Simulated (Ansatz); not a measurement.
**AlH2ClO (SMILES [OH][AlH][Cl]): CCSD(T)/STO-3G**

What is the vertical electron affinity of AlH2ClO at CCSD(T)/STO-3G? 

The results are computed with Ansatz 0.2.0.

77 further runs of the same task are left out: 5 that didn't finish, 72 set aside as unsound or not needed.

**1. The system as given**

AlH2ClO has 5 atoms, charge 0, and is taken as a singlet. SMILES: `[OH][AlH][Cl]`. Geometry: relaxed at PBE0-D4/def2-TZVP. This is one conformer, not always the lowest.

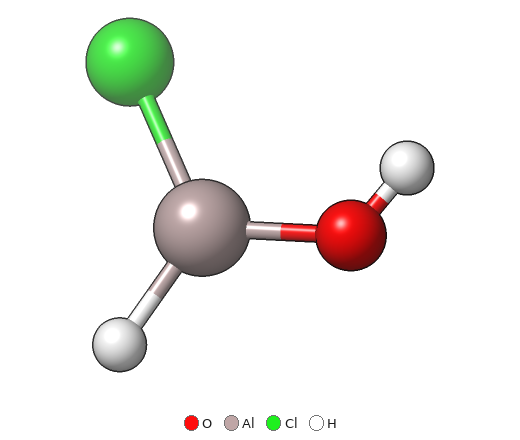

The structure, seen from a chosen angle (oxygen red, aluminium light grey, chlorine green, hydrogen white).

**2. The energy at CCSD(T)/STO-3G**

File input.yaml:

```yaml
basis:
  gaussian:
    orbitals: STO-3G
crystal:
  periodic: [false, false, false]
  atoms:
    - {symbol: O, position_ang: [-1.110100, 0.370900, -0.514400]}
    - {symbol: Al, position_ang: [0.431000, 0.184900, 0.137500]}
    - {symbol: Cl, position_ang: [1.114900, -1.725400, 0.662800]}
    - {symbol: H, position_ang: [-1.719500, -0.349100, -0.669500]}
    - {symbol: H, position_ang: [1.333500, 1.445000, 0.342200]}
correlation:
  method: ccsd_t
  frozen_orbitals: {Al: 5, Cl: 5, H: 0, O: 1}
accuracy: high
scf:
  omitted_lower_state_checks: [cluster_reference, increment]
```

On the command line:

```bash
ansatz run input.yaml --threads 1 --pin off --max-ram 2610MiB --events-out events.jsonl --progress --plain --runs-dir runs
```

The program printed, shortened:

```text
Warning: RAYON_NUM_THREADS=1 ignored (pool sized by the plan → 1); use --threads N
Functional definition: HF
  name "HF"
[...]
456 factors; integrals over basis functions are off by at most 1.7e-8 eV
[...]
mean field -20917.87955558 eV, -768.7178950197 hartree, gradient 2.2e-8 eV, S^2 0.000000; 0 other end points of the search recorded, 0 dependent functions left out
11 core orbitals not correlated: weight in the atoms' cores, before any rotation towards them, 0.999 or more for the frozen orbitals, at most 0.000 for the correlated occupied ones
reference -20917.87955558 eV, -768.7178950197 hartree; 9, 9 occupied and 5, 5 virtual orbitals, 456 factors
second order -1.80873875 eV of doubles, -0.00000000 eV of singles
cycle   1  -2.07765576 eV  change   -2.7e-1 eV  update   7.6e-2
[...]
cycle  19  -2.31117521 eV  change  -5.9e-10 eV  update  8.6e-10
perturbative correction -0.08567862 eV, -0.0031486313 hartree
Total energy: -20920.27640942 eV, -768.8059777734 hartree
Checks for a lower state left out: cluster_reference, increment
```

Run time: 0.12 s. Hardware: 1 thread of AMD EPYC 9R45 (Zen 5), shared host.

**3. The doublet anion, same level**

File run.yaml:

```yaml
crystal:
  periodic: [false, false, false]
  atoms:
    - {symbol: O, position_ang: [-1.110100, 0.370900, -0.514400]}
    - {symbol: Al, position_ang: [0.431000, 0.184900, 0.137500]}
    - {symbol: Cl, position_ang: [1.114900, -1.725400, 0.662800]}
    - {symbol: H, position_ang: [-1.719500, -0.349100, -0.669500]}
    - {symbol: H, position_ang: [1.333500, 1.445000, 0.342200]}
basis:
  gaussian: {orbitals: STO-3G}
total_charge: -1
magnetization: {spin_polarized: true, initial_magnetization: 1}
correlation: {method: ccsd_t, frozen_orbitals: {Al: 5, Cl: 5, H: 0, O: 1}}
accuracy: high
scf: {omitted_lower_state_checks: [cluster_reference, increment]}
```

On the command line:

```bash
ansatz run run.yaml --threads 1 --pin off --max-ram 2610MiB --events-out events.jsonl --progress --plain --runs-dir runs
```

The program printed, shortened:

```text
Warning: RAYON_NUM_THREADS=1 ignored (pool sized by the plan → 1); use --threads N
Functional definition: HF
  name "HF"
[...]
456 factors; integrals over basis functions are off by at most 1.7e-8 eV
[...]
mean field -20910.01043366 eV, -768.4287101230 hartree, gradient 2.3e-8 eV, S^2 0.769970; 3 other end points of the search recorded, 0 dependent functions left out
11 core orbitals not correlated: weight in the atoms' cores, before any rotation towards them, 0.999 or more for the frozen orbitals, at most 0.000 for the correlated occupied ones
reference -20910.01043366 eV, -768.4287101230 hartree; 10, 9 occupied and 4, 5 virtual orbitals, 456 factors
second order -1.39824608 eV of doubles, -0.00000000 eV of singles
cycle   1  -1.71777034 eV  change   -3.2e-1 eV  update   5.5e-2
[...]
cycle  25  -1.93796711 eV  change  -9.5e-10 eV  update  5.2e-10
perturbative correction -0.02889381 eV, -0.0010618278 hartree
Total energy: -20911.97729459 eV, -768.5009909287 hartree
Checks for a lower state left out: cluster_reference, increment
```

Run time: 0.2 s. Hardware: 1 thread of AMD EPYC 9R45 (Zen 5), shared host.

**4. What came out**

At CCSD(T)/STO-3G, 11 core orbitals frozen:

```
                                                     quantity          value
                                singlet AlH2ClO: total energy  -768.80598 Eh
singlet AlH2ClO: correlation energy (11 core orbitals frozen)      -88.1 mEh
                              singlet AlH2ClO: (T) correction      -3.15 mEh
                               singlet AlH2ClO: T1 diagnostic          0.016
                                  doublet anion: total energy  -768.50099 Eh
  doublet anion: correlation energy (11 core orbitals frozen)      -72.3 mEh
                                doublet anion: (T) correction      -1.06 mEh
             doublet anion: ⟨S²⟩ of the reference determinant          0.770
                                 doublet anion: T1 diagnostic          0.010
            vertical electron affinity (to the doublet anion)      -8.299 eV
```

**Reading.** The anion lies 8.30 eV (191 kcal/mol) above the neutral: the electron isn't bound at this level, and such a value depends on the basis. Without diffuse functions anions come out too high. In a minimal basis such a difference can be off by several eV, whatever the method. The triples (singlet AlH2ClO) make up 3.6 % of the correlation energy. The triples (doublet anion) make up 1.5 % of the correlation energy.
